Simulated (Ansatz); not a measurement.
**A computed series for Zr3N4: pressure series**

Base system: Zr3N4 (space group I-43d, No. 220; a = 6.703 Å).

Cell and atoms are relaxed at each pressure.

All numbers come from PBEsol (Ansatz, an electronic-structure program, PAW, no spin-orbit coupling).

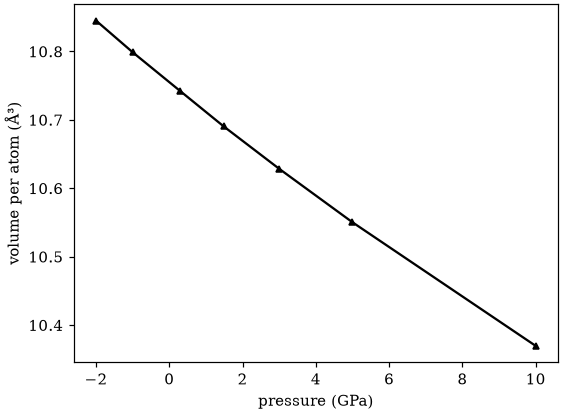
*Volume against pressure*

**Question.** Estimate the zero-pressure bulk modulus from the plot.

**Answer.** About 250 GPa; a third-order Birch–Murnaghan fit to the points gives V₀ = 10.75 Å³/atom, B₀ = 245 GPa and B₀′ = 6.1.

Load acts through the strain it causes; cell and atoms are relaxed under it. Whether these cells are dynamically stable was not tested. Competing high-pressure phases were not computed.
